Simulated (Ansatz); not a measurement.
System: C6H9PSi (SMILES P[SiH2]c1ccccc1).

```xyz
17

C     0.9024   -0.0525    0.3375
C     0.5047   -0.5791   -0.9051
C     0.9909   -1.8096   -1.3530
C     1.8861   -2.5370   -0.5632
C     2.2934   -2.0286    0.6737
C     1.8050   -0.7977    1.1182
P    -1.7268    1.3131    2.1792
Si    0.1913    1.5672    0.9688
H    -1.1854    0.2477    2.9650
H    -2.3094    0.4247    1.2216
H    -0.1369    2.4581   -0.1819
H     1.1797    2.2416    1.8597
H    -0.1930   -0.0200   -1.5358
H     0.6728   -2.2015   -2.3224
H     2.2680   -3.4994   -0.9126
H     2.9960   -2.5923    1.2927
H     2.1354   -0.4116    2.0872
```

Geometry: B3LYP-D3(BJ)/def2-SVP.

These are results of Ansatz 0.2.0, isolated molecule in a Gaussian basis; Kohn-Sham density functional theory, functional PBE0, not measurements.

What will maps of the electron density and electron localisation function show?

C–C (1.40 Å): ρ at the midpoint is about 2.1 e/Å³; the ELF peaks at about 0.95 between the atoms: a covalent bond.
C–Si (1.88 Å): ρ at the midpoint is about 0.96 e/Å³; the ELF peaks at about 0.95 between the atoms (localised, covalent bonding).
C–H (1.09 Å): ρ at the midpoint is about 2 e/Å³; the ELF climbs to about 1 towards the hydrogen, as it does in any bond to H; a covalent bond by its length.

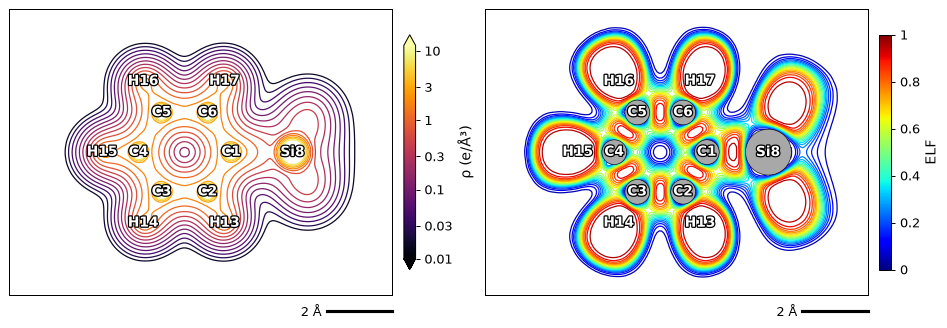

Computed electron density and electron localisation function on the plane of atoms C6, C5 and H16, in this order. Grey discs cover the atomic cores in the ELF map. 
